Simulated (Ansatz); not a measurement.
# BNH (doublet): inputs that go wrong

4 inputs are run for BNH (doublet) as typed; the log has to tell whether the result can be used and what must change.

Method: the settings change from run to run; program: Ansatz 0.2.0, Gaussian basis.

22 further runs of the same task are left out: 1 for a mislabelled method, 7 that didn't finish, 14 set aside as unsound or not needed.

**1. What is computed**

The geometry is a PBE0/def2-TZVP stationary point (not a proven minimum) of the parent state, kept for this charge and spin.

3 atoms, charge 0, spin multiplicity 2.

Atoms are counted from 1 here; the program's logs count them from 0.

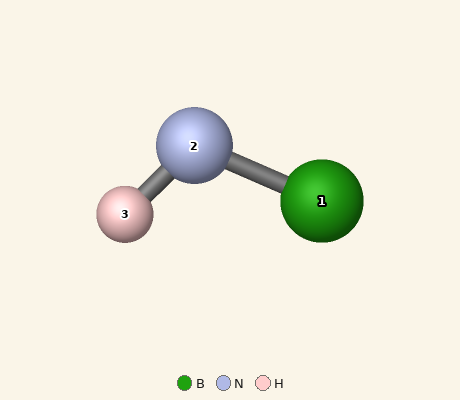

The structure; boron green, nitrogen light blue, hydrogen pink; atoms are numbered from 1 in the order of the file.

**2. Try 1**

in.yaml

```yaml
crystal:
  periodic: [false, false, false]
  atoms:
    - {symbol: B, position_ang: [0.000000, 0.079752, 0.863775]}
    - {symbol: N, position_ang: [0.000000, -0.117617, -0.587927]}
    - {symbol: H, position_ang: [0.000000, 0.779045, -1.094669]}
basis:
  gaussian: {orbitals: cc-pVDZ}
magnetization: {spin_polarized: false, initial_magnetization: 1}
correlation: {active_space: {window: {electrons: 3, orbitals: 3}, states: [{multiplicity: 2, weights: [1, 1]}], root: 5}}
scf: {omitted_lower_state_checks: [cluster_reference]}
```

Run with:

```sh
ansatz run in.yaml --threads 1 --pin off --events-out ev --progress --plain --max-ram 2393MiB
```

The log of the run:

```text
Error: the active space averages no state 5, counted from zero
```

Wall time 0.04 s (1 thread of AMD EPYC 7B13, shared host).

What is wrong: The run was refused. The root asked for lies beyond the states averaged. Cure: average more states or name a lower root.

**3. Try 2**

in.yaml

```yaml
crystal:
  periodic: [false, false, false]
  atoms:
    - {symbol: B, position_ang: [0.000000, 0.079752, 0.863775]}
    - {symbol: N, position_ang: [0.000000, -0.117617, -0.587927]}
    - {symbol: H, position_ang: [0.000000, 0.779045, -1.094669]}
basis:
  gaussian: {orbitals: STO-3G, point_charges: [{charge: -0.50, position_ang: [4.888, -0.178, -0.055]}]}
magnetization: {spin_polarized: false, initial_magnetization: 1}
correlation: {method: fic_mrcisd_q, electrons: valence, active_space: {window: {electrons: 3, orbitals: 3}, states: [{multiplicity: 2, weights: [-1, 1]}]}}
```

Same command.

The log of the run:

```text
Error: set 0 asks for 2 states and needs as many positive weights; it has [-1.0, 1.0]
```

It took 0.04 s on 1 thread of AMD EPYC 7B13, shared host.

Diagnosis: The run was refused. The list of states asked for (weights, spin or count) can't be met. Cure: mend what the message names.

**4. Try 3**

in.yaml

```yaml
crystal:
  periodic: [false, false, false]
  atoms:
    - {symbol: B, position_ang: [0.000000, 0.079752, 0.863775]}
    - {symbol: N, position_ang: [0.000000, -0.117617, -0.587927]}
    - {symbol: H, position_ang: [0.000000, 0.779045, -1.094669]}
basis:
  gaussian: {orbitals: cc-pVDZ}
magnetization: {spin_polarized: false, initial_magnetization: 1}
correlation: {active_space: {ras: {orbitals: [4, 1, 26], electrons: 10, max_holes: 2, max_particles: 2}, fixed_orbitals: true}}
```

Same command.

The log of the run:

```text
Functional definition: HF
  name "HF"
  cite "Fock, Z. Phys. 61, 126 (1930) doi:10.1007/BF01340294"
  parent pbe
  exchange = exact_x
  correlation = 0
313 factors; integrals over basis functions are off by at most 1.1e-3 eV
mean field evaluation 1: about -2162.6475 eV, gradient 3.1e1 eV
mean field evaluation 2: about -2162.6488 eV, gradient 3.1e1 eV
mean field evaluation 4: about -2165.5863 eV, gradient 3.5e0 eV
mean field evaluation 8: about -2165.9036 eV, gradient 6.3e-1 eV
mean field evaluation 16: about -2165.9173 eV, gradient 2.5e-6 eV
mean field evaluation 32: about -2165.8993 eV, gradient 1.1e0 eV
mean field -2165.91733647 eV, -79.5959940039 hartree, gradient 2.5e-6 eV, S^2 0.750000; 5 other end points of the search recorded, 0 dependent functions left out
reference -2165.91733647 eV, -79.5959940039 hartree; 7, 6 occupied and 26, 27 virtual orbitals, 313 factors
Error: 10 electrons in 31 orbitals form no window around the highest filled level of the reference
```

Run time: 0.32 s. Hardware: 1 thread of AMD EPYC 7B13, shared host.

What is wrong: The run stopped with an error. The electron count of the restricted space is wrong. Fix: count the correlated electrons again.

**5. Try 4**

in.yaml

```yaml
crystal:
  periodic: [false, false, false]
  atoms:
    - {symbol: B, position_ang: [0.000000, 0.079752, 0.863775]}
    - {symbol: N, position_ang: [0.000000, -0.117617, -0.587927]}
    - {symbol: H, position_ang: [0.000000, 0.779045, -1.094669]}
basis:
  gaussian: {orbitals: "6-31G*", fitting: {mean_field: def2-universal-jkfit}}
magnetization: {spin_polarized: false, initial_magnetization: 1}
correlation: {method: ccsd, electrons: outside_noble_gas}
frozen_core: true
```

Launched as before.

The log of the run:

```text
Error: YAML parse error: error: line 11 column 1: unknown field `frozen_core`, expected one of crystal, accuracy, basis, kpoints, hamiltonian, magnetization, projection, total_charge, correlation, batch, efield, external_charges, scf, relax, neb, saddle, md, ramp, phonons, dielectric, real_time, elastic, magnetic_configurations, gw, evaluate, workflow, output, checkpoint, execution
  --> <input>:11:1
   |
 9 | magnetization: {spin_polarized: false, initial_magnetization: 1}
10 | correlation: {method: ccsd, electrons: outside_noble_gas}
11 | frozen_core: true
   | ^ unknown field `frozen_core`, expected one of crystal, accuracy, basis, kpoints, hamiltonian, magnetization, projection, total_charge, correlation, batch, efield, external_charges, scf, relax, neb, saddle, md, ramp, phonons, dielectric, real_time, elastic, magnetic_configurations, gw, evaluate, workflow, output, checkpoint, execution
```

Wall time 0.03 s (1 thread of AMD EPYC 7B13, shared host).

**Diagnosis.** The run was refused. The input holds a key that the program doesn't read here. Fix: remove it or spell it as the reference does.

**6. Summary**

| try | level | ended | cause | time |
| --- | --- | --- | --- | --- |
| 1 | CASSCF(3,3)/cc-pVDZ | refused | the root asked for lies beyond the states averaged | 0.04 s |
| 2 | MRCISD+Q(3,3)/STO-3G | refused | the list of states asked for (weights, spin or count) can't be met | 0.04 s |
| 3 | CISD/cc-pVDZ | stopped by an error | the electron count of the restricted space is wrong | 0.32 s |
| 4 | CCSD on ROHF/6-31G* | refused | the input holds a key that the program doesn't read here | 0.03 s |

3 refused, 1 stopped by an error.
